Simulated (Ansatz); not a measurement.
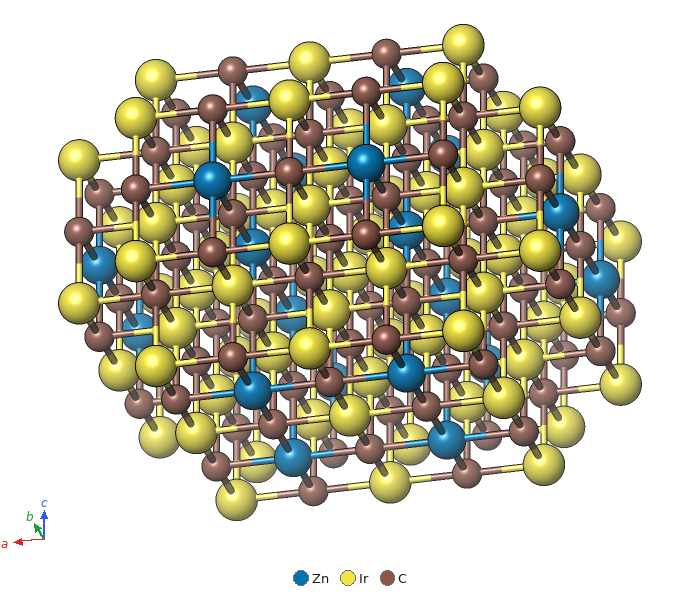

System ZnIr3C4 (space group Pm-3m, No. 221); source of the atomic positions: the geometry relaxed with Ansatz, DFT PBE, scalar-relativistic, plane waves, PAW; the starting structure was generated, so it need not be a known form of this composition.

Bonds are taken as C–Ir below 2.5 Å and C–Zn below 2.5 Å. The graph is simplified in the usual way: terminal and isolated atoms are pruned, two-connected atoms become edges.

> What kind of net remains, and which atoms are its nodes?

A uninodal 6-connected, three-periodic net: Zn, Ir and C are 6-connected nodes.

> Which named net is it?

It is the pcu net, known from NaCl, ReO3 and the B-X framework of perovskite.

> Is the net interpenetrated?

It is a single net, without interpenetration.

> Give the first ten terms of the coordination sequence (nodes one, two, three … edges away).

Zn, Ir and C: 6, 18, 38, 66, 102, 146, 198, 258, 326, 402.

The simplified net, drawn on the atoms' positions. Nodes are coloured by element. Edges to nodes outside the piece are drawn as stubs.

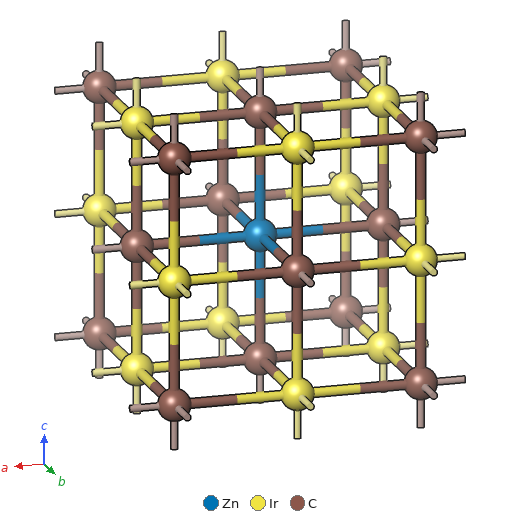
